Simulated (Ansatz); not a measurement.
## Electronic structure of H7PSi2···H2 in real space

Input file:

```
crystal:
  periodic: [false, false, false]
  atoms:
    - {symbol: Si, position_ang: [-1.303300, 0.066963, -0.548305]}
    - {symbol: H, position_ang: [2.965440, 0.242270, 0.860609]}
    - {symbol: H, position_ang: [-1.503572, -0.486112, -1.916828]}
    - {symbol: H, position_ang: [-2.641575, 0.384792, 0.022041]}
    - {symbol: Si, position_ang: [-0.250154, -1.523319, 0.805054]}
    - {symbol: H, position_ang: [2.760231, 0.948078, 0.991438]}
    - {symbol: P, position_ang: [-0.106750, 1.983855, -0.534544]}
    - {symbol: H, position_ang: [-0.051544, -0.978593, 2.174589]}
    - {symbol: H, position_ang: [-1.079452, -2.755929, 0.891471]}
    - {symbol: H, position_ang: [1.077048, -1.883535, 0.237516]}
    - {symbol: H, position_ang: [-0.799290, 2.548817, -1.639313]}
    - {symbol: H, position_ang: [0.932818, 1.452713, -1.343729]}
basis:
  gaussian: {orbitals: def2-TZVPP}
hamiltonian: {xc: pbe0, dispersion: d4}
output: {orbitals: {seedname: orbitals}}
```

Run with:

```sh
ansatz run in.yaml --threads 4 --pin off --events-out ev --progress --plain --max-ram 9574MiB
```

The product side of a reaction path; geometry: PBE0-D4/def2-TZVP.

Level of theory: Ansatz 0.2.0, RKS PBE0-D4/def2-TZVPP.

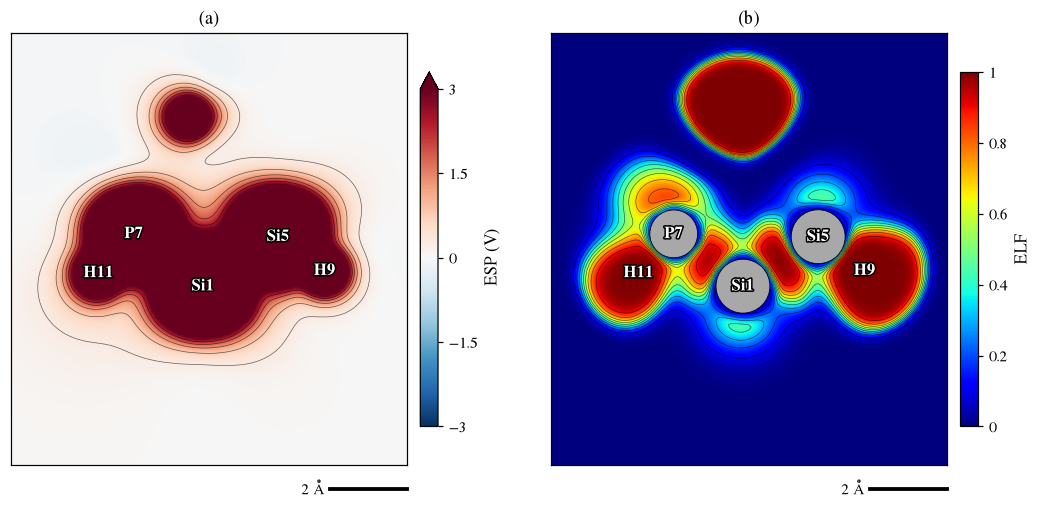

Figure 1. (a) molecular electrostatic potential; (b) electron localisation function on the plane of atoms Si1, Si5 and H9. Grey discs cover the atomic cores in the ELF map.

Q: Interpret the plot.

A: The plane passes through Si, P and H nuclei.
Si–P (2.26 Å): the ELF peaks at about 0.95 between the atoms (localised, covalent bonding).
Si–Si (2.34 Å): the ELF peaks at about 1 between the atoms; a covalent bond.
P–H (1.42 Å): the ELF climbs to about 1 towards the hydrogen, as it does in any bond to H.
Si–H (1.49 Å): the ELF climbs to about 1 towards the hydrogen.
The potential has no marked negative region in this plane.

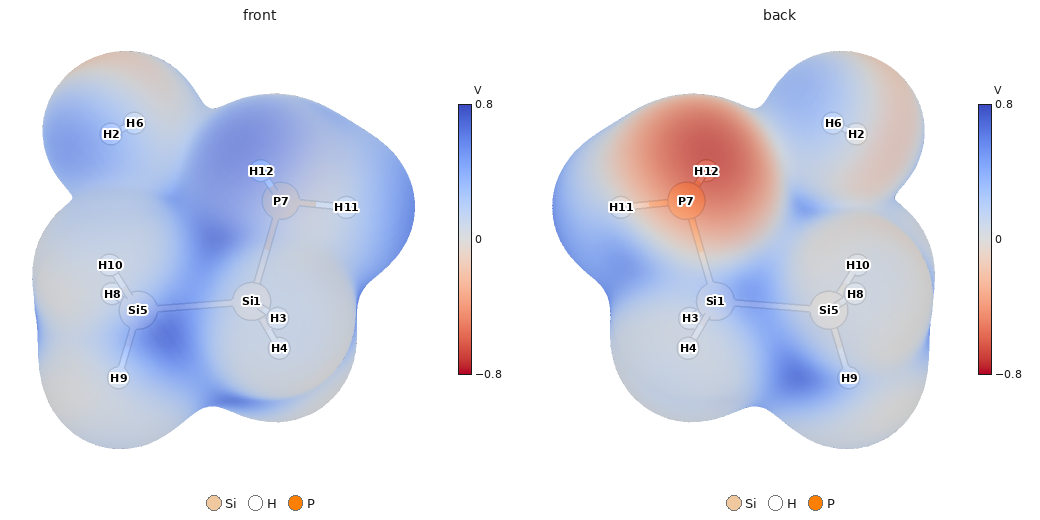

Figure 2. The electrostatic potential painted on the density surface at 0.001 e/bohr³, seen from the front and from behind; red is negative and blue positive.

Q: Which sites attract a positive test charge, and which a negative one?

A: A positive charge is drawn to the negative regions and a negative charge to the positive ones. The most negative region (about −0.6 V) lies over P7, the most positive (about +0.6 V) over Si1 and Si5.

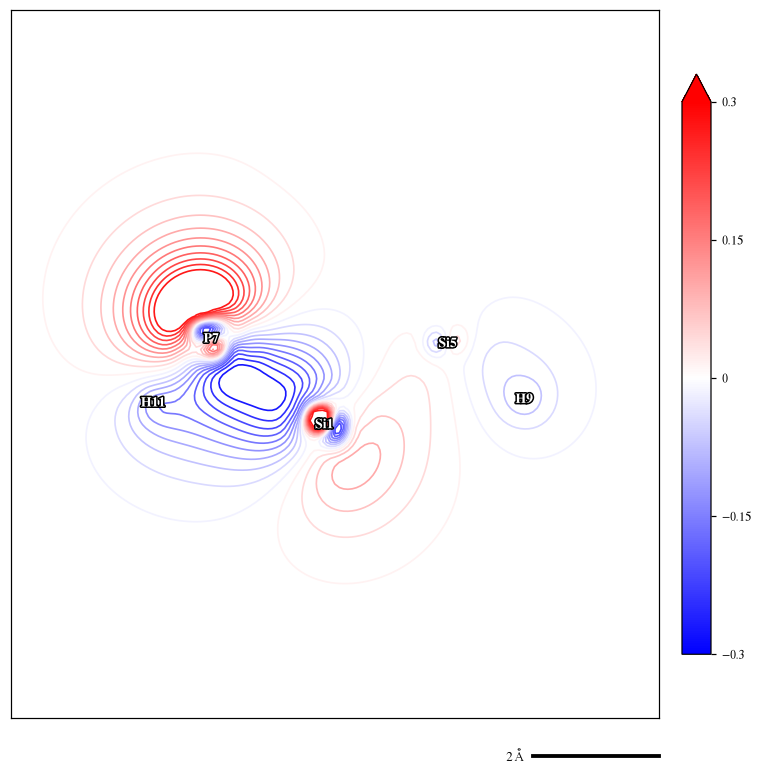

Figure 3. One frontier orbital on the plane of atoms Si1, Si5 and H9 (values in Å⁻³ᐟ²; the overall sign is arbitrary).

Q: Which orbital is it: HOMO or LUMO?

A: The HOMO, at −7.63 eV. It lies mainly on P7 (about 70 %) and Si1 (about 15 %); largely a lone pair of P7.

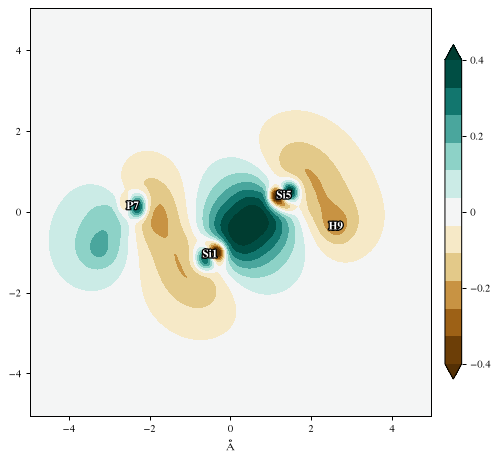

Figure 4. The HOMO−1 on the plane of atoms Si5, Si1 and P7 (values in Å⁻³ᐟ²; the overall sign is arbitrary).

Q: What is the character of this orbital?

A: By Hirshfeld shares it lies mainly on Si5 (about 35 %), Si1 (about 35 %) and P7 (about 10 %). Its energy is −8.25 eV.
